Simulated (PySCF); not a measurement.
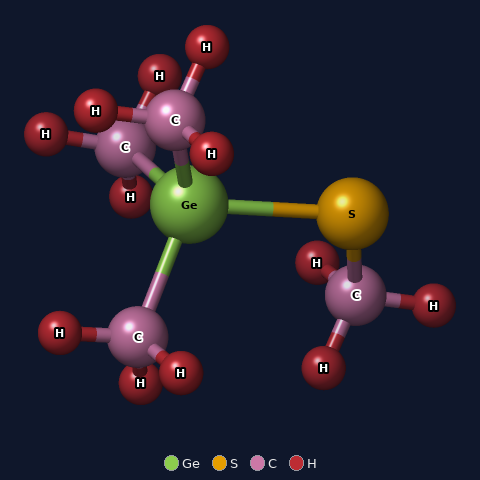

Geometry used (C₄H₁₂GeS (Ge(SMe)Me3), SMILES C[S][Ge]([CH3])([CH3])[CH3], singlet).

Simulated rotational absorption lines between 18 and 26 GHz at 10 K: rigid rotor with the equilibrium constants and dipole of one optimised conformer (PBE0-D3(BJ)/def2-SVP, PySCF 2.14.0), commonest isotopes; no centrifugal distortion, hyperfine structure, internal rotation or nuclear-spin weights; lines within 1 MHz of each other are summed.

What are the rotational constants, and what kind of rotor is it?

Rotational constants A, B, C = 2.514, 1.424, 1.332 GHz; Ray's κ = −0.85, an asymmetric top on the prolate side.

Which dipole components drive the lines?

|μa|, |μb|, |μc| = 1.02, 1.66, 0.02 D; b-type lines carry 67 % of the intensity in this range.

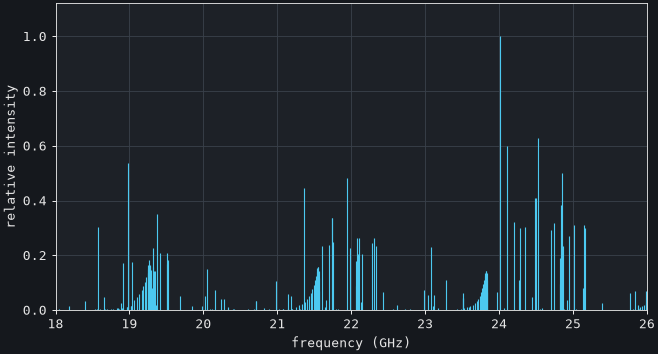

Note: coarse grid, loose stop and no frequency check, small forces are noise and the end may be a saddle.
